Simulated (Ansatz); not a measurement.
**CHF2 (doublet): density, localisation and related maps**

Input

```
crystal:
  periodic: [false, false, false]
  atoms:
    - {symbol: F, position_ang: [-1.208272, 0.264799, -0.141277]}
    - {symbol: C, position_ang: [0.038669, 0.063492, 0.244433]}
    - {symbol: F, position_ang: [0.433277, -1.166800, -0.029106]}
    - {symbol: H, position_ang: [0.736328, 0.838510, -0.074050]}
basis:
  gaussian: {orbitals: def2-TZVPP}
magnetization: {spin_polarized: true, initial_magnetization: 1}
hamiltonian: {xc: pbe0, dispersion: d4}
output: {orbitals: {seedname: orbitals}}
```

Launched as:

```sh
ansatz run in.yaml --threads 2 --pin off --events-out ev --progress --plain --max-ram 4352MiB
```

Geometry: PBE0-D4/def2-TZVP.

Theory: UKS PBE0-D4/def2-TZVPP in Ansatz.

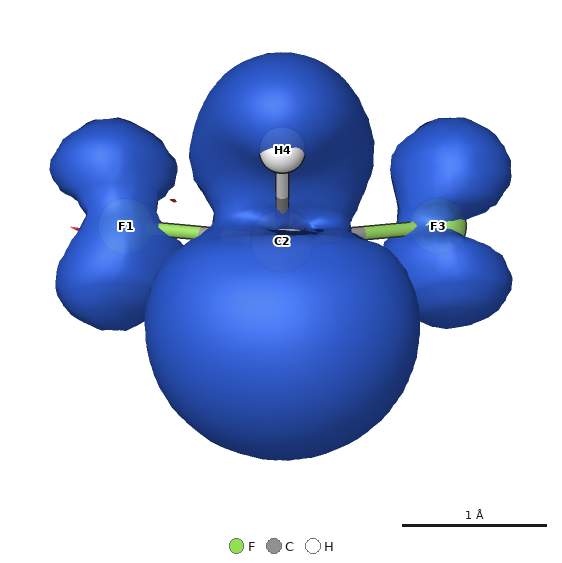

Figure 1. Isosurfaces of the spin density at +0.03 (blue) and −0.03 e/Å³ (red), seen from one side.

Q: Where is the unpaired spin?

A: The unpaired spin (1 electron) lies mostly on C2 (about 0.7), F1 (about 0.1) and F3 (about 0.1), in electrons by Hirshfeld's partition.

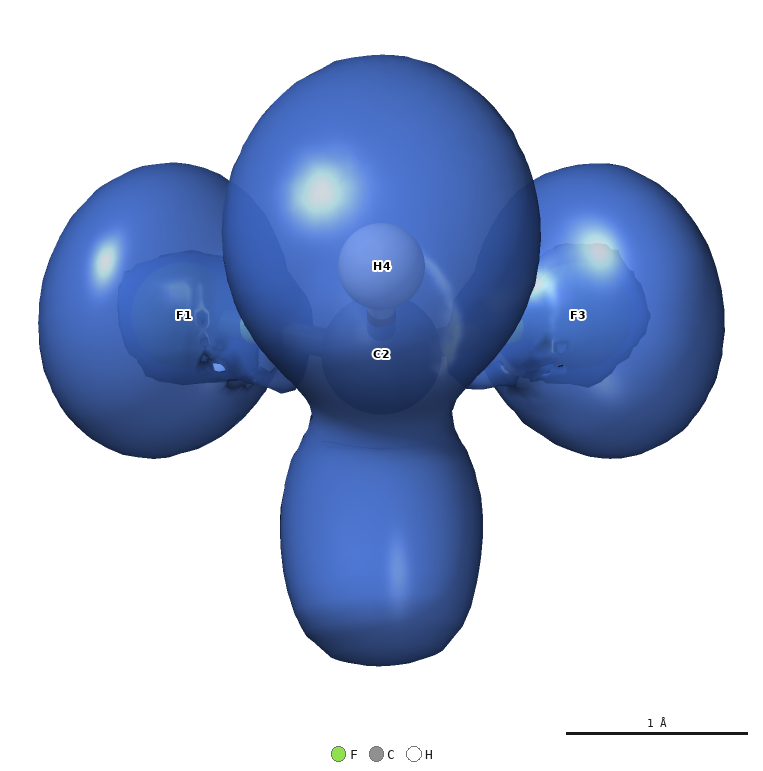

Figure 2. Isosurface of the electron localisation function at 0.75 (blue), seen from one side. Only the valence region is drawn (cores and ρ < 0.01 e/Å³ removed).

Q: Describe the localisation domains.

A: The surface consists of one region around a hydrogen nucleus and two regions on F in which the atom's valence shell and bonds are merged. Profiles from the grid: C–F (1.32 Å): the ELF peaks at about 0.85 between the atoms: a shared but strongly polarised pair. C–H (1.09 Å): the ELF climbs to about 1 towards the hydrogen, as it does in any bond to H (an ordinary covalent bond to hydrogen).

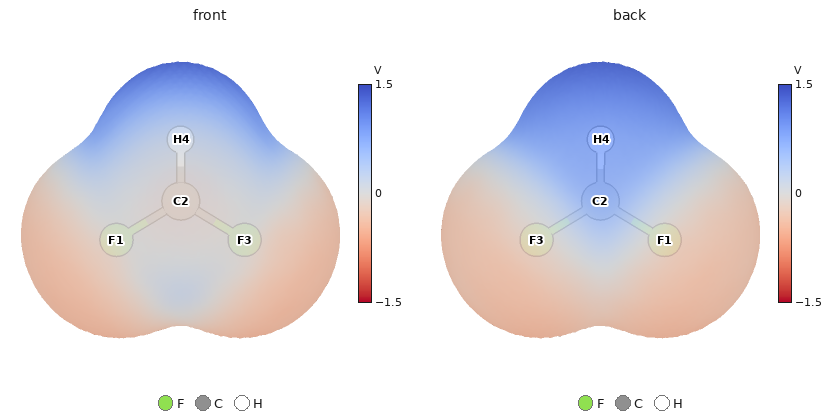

Figure 3. The electrostatic potential painted on the density surface at 0.001 e/bohr³, seen from the front and from behind; red is negative and blue positive.

Q: Which sites attract a positive test charge, and which a negative one?

A: A positive charge is drawn to the negative regions and a negative charge to the positive ones. The most negative region (about −0.5 V, or −12 kcal/mol for a unit charge) lies over F1 and F3, the most positive (about +1.3 V, or +30 kcal/mol for a unit charge) over H4.
